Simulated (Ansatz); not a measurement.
# BrCl: interaction energy of a dimer with the counterpoise correction in Python

How strongly do two molecules of BrCl bind, and how much of that is basis error? Aim: the interaction energy of a dimer with the counterpoise correction, for BrCl, run from a script.

Computed with Ansatz 0.2.0, driven from Python. Level of theory: B3LYP+D4/def2-SVP.

## (1) The system

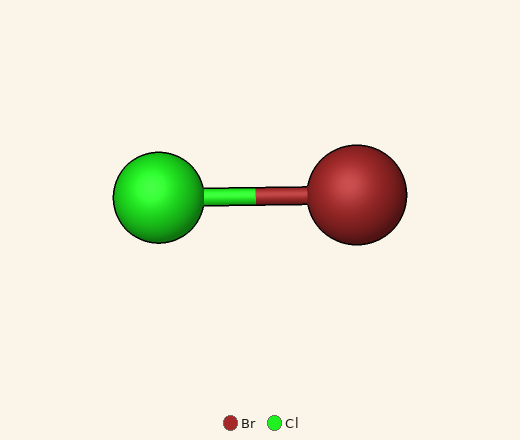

The structure that the script starts from, seen from a chosen angle (bromine red, chlorine green).

No structure file is read: the coordinates are typed or built in the script.

## (2) The script

Input file brcl.py:

```python
"""Binding of a BrCl dimer at a trial geometry."""

import ansatz

FIRST = [
    ("Br", (0.0, 0.0, -1.0425)),
    ("Cl", (0.0, 0.0, 1.0425)),
]
SECOND = [
    ("Br", (2.7978, -0.4552, -1.9524)),
    ("Cl", (3.3303, 0.9904, -0.5475)),
]

def energy(atoms, ghosts=()):
    molecule = ansatz.Crystal.molecule()
    for symbol, xyz in atoms:
        molecule = molecule.atom(symbol, xyz)
    calc = (
        molecule.calculation()
        .basis(gaussian="def2-SVP")
        .functional("B3LYP", dispersion="d4")
    )
    deck = calc.input()
    if ghosts:
        deck = deck.set(ansatz.key.basis.gaussian.ghost_atoms, [{"symbol": s, "position_ang": list(xyz)} for s, xyz in ghosts])
    return ansatz.Session.from_dict(deck).plan().execute().report["free_energy_ev"]

# monomers in their own basis and in the basis of the dimer
both = energy(FIRST + SECOND)
alone = energy(FIRST) + energy(SECOND)
ghosted = energy(FIRST, SECOND) + energy(SECOND, FIRST)
print(f"dimer {both:.6f} eV")
print(f"interaction, uncorrected   {23.060548 * (both - alone):8.3f} kcal/mol")
print(f"interaction, counterpoise  {23.060548 * (both - ghosted):8.3f} kcal/mol")
print(f"basis-set superposition    {23.060548 * (alone - ghosted):8.3f} kcal/mol")
```

## (3) Launch

Started as:

```console
$ python brcl.py
```

The log of the run:

```text
dimer -165113.410700 eV
interaction, uncorrected      8.734 kcal/mol
interaction, counterpoise    10.229 kcal/mol
basis-set superposition       1.494 kcal/mol
```

Wall time 17 s (1 thread of Arm Neoverse N1, shared host); peak memory 0.29 GiB.

## (4) What each run gave

One row for each of the 5 runs:

```
run  system  ghost atoms   energy (eV)  SCF cycles  CPU time (s)
  1  Br2Cl2      not set  -165113.4107          16           6.2
  2    BrCl      not set   -82556.8948          16           1.3
  3    BrCl      not set   -82556.8947          16           1.3
  4    BrCl  a list of 2   -82556.9249          15           3.7
  5    BrCl  a list of 2   -82556.9294          15             4
```

Totals carry meaning only in balanced differences at one level of theory.

## (5) Outcome

| quantity | value |
| --- | --- |
| interaction energy, uncorrected | 8.734 kcal/mol |
| interaction energy, counterpoise | 10.229 kcal/mol |
| runs compared | 5 |

In words: The pair is unbound at this geometry and level. Uncorrected it is 8.734 kcal/mol, with the counterpoise correction 10.229 kcal/mol; the difference, 1.495 kcal/mol, is the superposition error. In this basis both values are repulsive. The dimer is a generated trial pose of unrelaxed monomers, not a minimum, so the figure is no binding energy, and the basis set is small. b3lyp holds the VWN-RPA fit, as in Gaussian; the form of ORCA and Turbomole is b3lyp5. The spin state was assumed, and another may lie lower.
